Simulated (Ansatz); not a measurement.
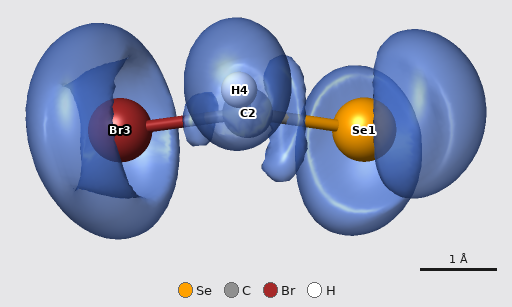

Figure 1: CHBrSe (SMILES [Se]=CBr). Isosurface of the electron localisation function at 0.8 (blue), seen from one side. Only the valence region is drawn (cores and ρ < 0.01 e/Å³ removed).

Geometry: PBE0-D4/def2-TZVP.

Computed with RKS PBE0-D4/def2-TZVPP in Ansatz 0.2.0.

> Where are the electrons localised?

The surface consists of one region between bonded Br–C atoms (shared pairs), one region between bonded C–Se atoms (shared pairs), one region around a hydrogen nucleus, one ring or bowl of non-bonding electrons around Br and two lobes on Se, pointing away from the bonds (lone pairs, which may merge into one lobe).

Values along the shortest contacts:
C–Se (1.74 Å): the ELF peaks at about 0.90 between the atoms: localised, covalent bonding. C–Br (1.88 Å): the ELF peaks at about 0.85 between the atoms, as expected for localised, covalent bonding.
